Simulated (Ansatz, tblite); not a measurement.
# Ge19H28 ring sphere (Ge19H28): rung by rung

Aim: run the singlet of Ge19H28 ring sphere (Ge19H28) at one geometry on many levels, and compare frontier levels, spin and run time.

Program: Ansatz 0.2.0, Gaussian basis. Level of theory: as each input shows. These are calculated values, not measurements.

Plan: GFN1-xTB, GFN2-xTB, PBE-D4/def2-TZVP, r2SCAN-D4/def2-TZVP, HF/def2-TZVP, PBE-D4/def2-SVP, PBE0-D4/def2-SVP, HF/STO-3G, HF/6-31G, B3LYP-D4/6-31G, MP2/def2-TZVP.

1 further run of the same task is left out (set aside as unsound or not needed).

## 1. The geometry

The geometry is that of the singlet, from an earlier relaxation (PBE-D4/def2-SVP).

47 atoms, charge 0, spin multiplicity 1.

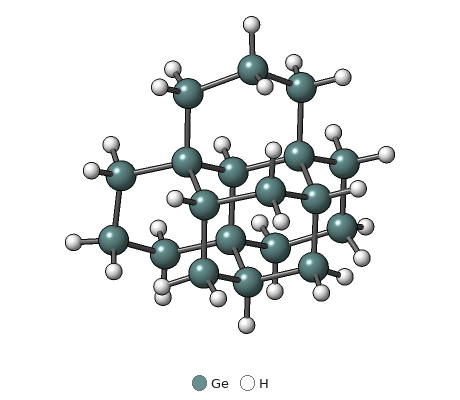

The geometry (germanium teal, hydrogen white).

PBE0-D4/def2-TZVP was run before; its log isn't repeated, and its numbers join the tables.

## 2. GFN1-xTB

Tight binding, by tblite at 300 K electronic temperature and without a spin-polarisation term:

```python
tblite.interface.Calculator('GFN1-xTB', numbers, positions, charge=0, uhf=0).singlepoint()
```

Energy -1280.4941 eV, HOMO -11.61 eV, LUMO -8.71 eV; 0.39 s.

## 3. GFN2-xTB

Tight binding, by tblite at 300 K electronic temperature and without a spin-polarisation term:

```python
tblite.interface.Calculator('GFN2-xTB', numbers, positions, charge=0, uhf=0).singlepoint()
```

Energy -1391.2573 eV, HOMO -9.87 eV, LUMO -6.14 eV; 0.32 s.

## 4. PBE-D4/def2-TZVP

start.molden holds the orbitals of an earlier run on this state, given as this run's starting guess.

in.yaml

```yaml
crystal:
  periodic: [false, false, false]
  atoms:
    - {symbol: Ge, position_ang: [-3.634309, -0.774892, -2.018965]}
    - {symbol: Ge, position_ang: [-3.636206, 2.017562, 0.769171]}
    - {symbol: Ge, position_ang: [-0.769970, -3.636756, -2.016437]}
    - {symbol: Ge, position_ang: [-0.741465, -0.741319, 0.740897]}
    - {symbol: Ge, position_ang: [2.018575, -3.634434, 0.775285]}
    - {symbol: Ge, position_ang: [2.074269, -0.754611, -2.071061]}
    - {symbol: Ge, position_ang: [2.015362, -0.770758, 3.637216]}
    - {symbol: Ge, position_ang: [-0.754078, 2.071186, -2.074346]}
    - {symbol: Ge, position_ang: [2.070865, 2.073726, 0.755232]}
    - {symbol: Ge, position_ang: [-0.776145, 2.017312, 3.634958]}
    - {symbol: Ge, position_ang: [-2.430289, -2.435346, -3.351903]}
    - {symbol: Ge, position_ang: [-2.177955, 0.662374, -0.665008]}
    - {symbol: Ge, position_ang: [-2.435404, 3.351794, 2.431028]}
    - {symbol: Ge, position_ang: [0.715599, 0.712194, -3.487682]}
    - {symbol: Ge, position_ang: [0.664709, -2.178180, -0.662131]}
    - {symbol: Ge, position_ang: [0.661585, 0.664143, 2.178435]}
    - {symbol: Ge, position_ang: [3.351444, -2.430838, 2.436175]}
    - {symbol: Ge, position_ang: [3.487387, 0.715048, -0.711702]}
    - {symbol: Ge, position_ang: [0.712311, 3.487328, -0.714638]}
    - {symbol: H, position_ang: [-4.520965, 0.109519, -2.946172]}
    - {symbol: H, position_ang: [-4.587036, -1.526383, -1.041635]}
    - {symbol: H, position_ang: [-4.590185, 1.040728, 1.519722]}
    - {symbol: H, position_ang: [-4.521247, 2.944048, -0.117606]}
    - {symbol: H, position_ang: [-1.521464, -4.589403, -1.039027]}
    - {symbol: H, position_ang: [0.116155, -4.523345, -2.942070]}
    - {symbol: H, position_ang: [-1.644291, -1.643960, 1.643147]}
    - {symbol: H, position_ang: [1.040885, -4.587035, 1.526469]}
    - {symbol: H, position_ang: [2.945645, -4.521032, -0.109313]}
    - {symbol: H, position_ang: [2.972637, -1.664660, -2.967307]}
    - {symbol: H, position_ang: [1.037420, -1.522536, 4.589090]}
    - {symbol: H, position_ang: [2.940366, 0.115386, 4.524436]}
    - {symbol: H, position_ang: [-1.663991, 2.967627, -2.972656]}
    - {symbol: H, position_ang: [2.967112, 2.971852, 1.665514]}
    - {symbol: H, position_ang: [-1.528484, 1.039070, 4.586078]}
    - {symbol: H, position_ang: [0.108078, 2.943253, 4.523113]}
    - {symbol: H, position_ang: [-3.450592, -3.457070, -3.938766]}
    - {symbol: H, position_ang: [-1.727861, -1.733291, -4.546568]}
    - {symbol: H, position_ang: [-3.457608, 3.938359, 3.451014]}
    - {symbol: H, position_ang: [-1.732449, 4.546664, 1.729822]}
    - {symbol: H, position_ang: [-0.103181, -0.108499, -4.523551]}
    - {symbol: H, position_ang: [1.667227, 1.663879, -4.274276]}
    - {symbol: H, position_ang: [4.546202, -1.728053, 1.734619]}
    - {symbol: H, position_ang: [3.938136, -3.451322, 3.457803]}
    - {symbol: H, position_ang: [4.523617, -0.103510, 0.108766]}
    - {symbol: H, position_ang: [4.273613, 1.667033, -1.663352]}
    - {symbol: H, position_ang: [-0.108541, 4.523232, 0.103953]}
    - {symbol: H, position_ang: [1.664497, 4.273928, -1.665775]}
basis:
  gaussian: {orbitals: def2-TZVP, fitting: {mean_field: def2-universal-jkfit}, initial_orbitals: start.molden}
hamiltonian: {xc: pbe, dispersion: d4}
scf: {omitted_lower_state_checks: [starts]}
output: {orbitals: {seedname: orbitals}}
```

Started as:

```console
ansatz run in.yaml --threads 11 --pin off --events-out ev --progress --plain --max-ram 110592MiB --backend cuda --devices 0, --max-vram 75GiB
```

After this run come: r2SCAN-D4/def2-TZVP; HF/def2-TZVP; PBE-D4/def2-SVP; PBE0-D4/def2-SVP; HF/STO-3G; HF/6-31G; B3LYP-D4/6-31G; MP2/def2-TZVP.

Q: Predict the results of all the runs planned. Wanted: gap in def2-TZVP, named functionals and Hartree-Fock, smallest and largest; correlation energy, MP2/def2-TZVP; binding an atom, functionals in def2-TZVP; PBE0 total energy, smallest basis above largest.

**Answer**, as computed:

```
                                                                  quantity                                 value
gap in def2-TZVP, named functionals and Hartree-Fock, smallest and largest       4.05 eV (PBE-D4), 10.65 eV (HF)
                                         correlation energy, MP2/def2-TZVP                            -131.52 eV
                                 binding an atom, functionals in def2-TZVP  2.88 (PBE-D4) to 2.92 eV (r2SCAN-D4)
                           PBE0 total energy, smallest basis above largest       135.00 eV (def2-SVP, def2-TZVP)
```

What this shows: Over the named functionals and Hartree-Fock in def2-TZVP the gap runs from 4.05 eV (PBE-D4) to 10.65 eV (HF); exact exchange widens it.
